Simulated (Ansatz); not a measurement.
Consider TiO2 in the anatase structure (space group I4_1/amd, No. 141; a = 3.778 Å, c = 9.589 Å). Axes: x, y, z lie along a, b, c of the conventional cell.

One thing is altered: compressive biaxial strain of 4.23 % in the plane normal to [001], as in epitaxy on a mismatched substrate; the out-of-plane cell vector and the atoms relax.

Calculations: Ansatz (a first-principles code), r2SCAN, PAW, cutoff 500 eV, no spin-orbit coupling, earlier PAW set.

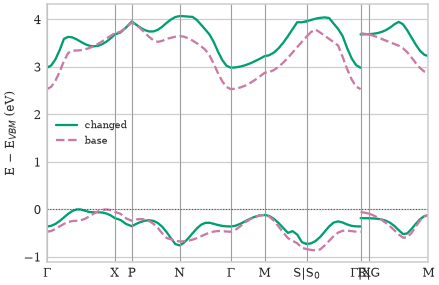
*Highest valence and lowest conduction band along the path, each from its own valence-band maximum*

Question: Read the changed gap and its character from the plot.

Answer: About 3.0 eV, indirect, Γ–X (44 % along) → Γ.

Whether these cells are dynamically stable was not tested. The final runs are not spin-polarised.
